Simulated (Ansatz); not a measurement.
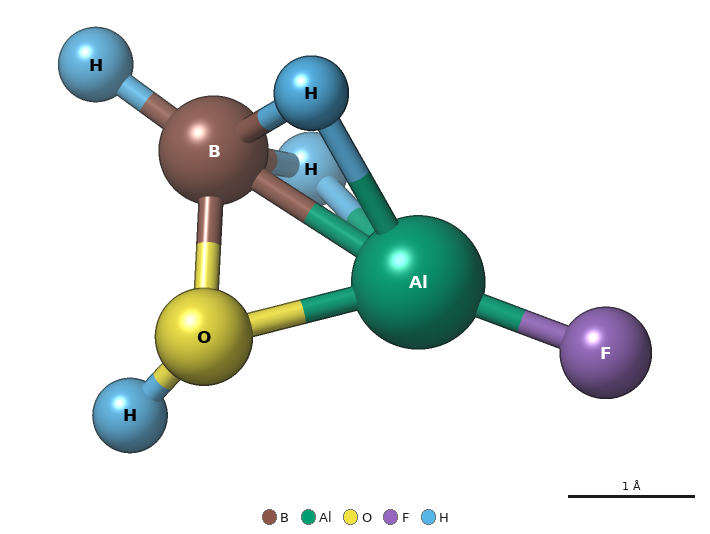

Depth is shown by fading: the farther an atom, the more it takes the colour of the background. Charge +1, singlet. Computed geometry: PBE0-D4/def2-TZVP optimisation. No frequency run is at hand to confirm it as a minimum. Masses are those of the most abundant isotopes; constants are for the rigid equilibrium geometry.

Classify the rotor and give the rotational constants (GHz).

Answer. An asymmetric top (C1): A = 20.3, B = 3.76, C = 3.27 GHz. Ray's parameter κ is −0.94, close to the prolate limit.
